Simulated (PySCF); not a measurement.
In(H)(SeH)2, SMILES [SeH][InH][SeH] (H₃InSe₂) at its B3LYP/def2-SVP optimised geometry (Å):

```
6

In    -0.1004     0.4274     0.0000
H     -1.0462     1.8738     0.0000
Se     2.4443     0.4274     0.0000
H      2.4917     1.9042    -0.0009
Se    -1.1197    -1.9042    -0.0002
H     -2.4917    -1.3556    -0.0004
```

Calculation: B3LYP/def2-TZVP, def2 effective core potentials past Kr in PySCF. The core electrons that the potentials of In replace are not part of the density. Cells within 0.4 Å of a nucleus heavier than hydrogen are left out (blank, or x).

Map of the electrostatic potential (hartree/e), clipped to [-0.08, 0.12] on the plane z = 0.0 Å:

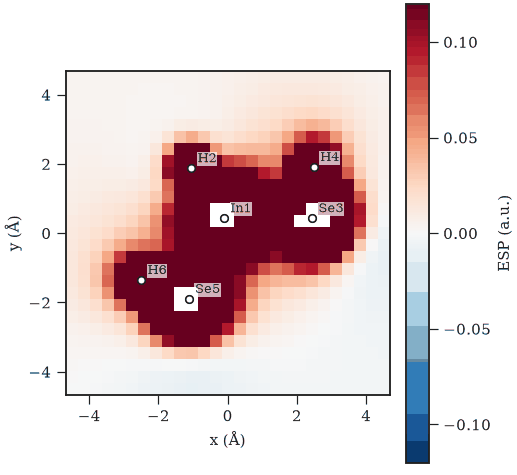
Electrostatic potential (hartree/e), clipped to [-0.08, 0.12] on the plane z = 0.0 Å.
